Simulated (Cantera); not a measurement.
Feed: 1 mol SiH2Cl2, a varied amount of H2, equilibrated at 677 °C and 11.0 mbar.

Equilibrium computed with Cantera from the NASA thermochemical tables; the gas is ideal and each condensed phase is pure. Candidate condensed phases: Si; 19 gas species. The tables' values for SiCl3 are old estimates; treat these amounts as uncertain. Kinetics and transport are ignored.

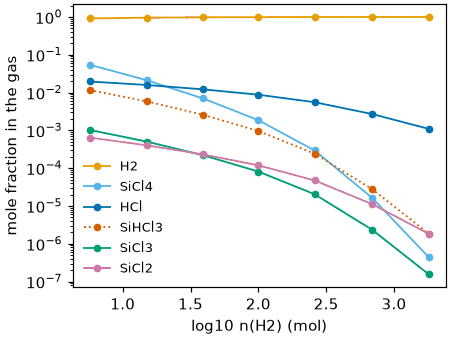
Fig. 1. Equilibrium gas composition (values under 1e-9 drawn at 1e-9)

Task: Read off the mole fractions at 39 mol H2.

Result: H2 about 0.98, HCl about 0.012, SiCl4 about 0.0070, SiHCl3 about 0.0026, SiCl2 about 0.00023, SiCl3 about 0.00022.
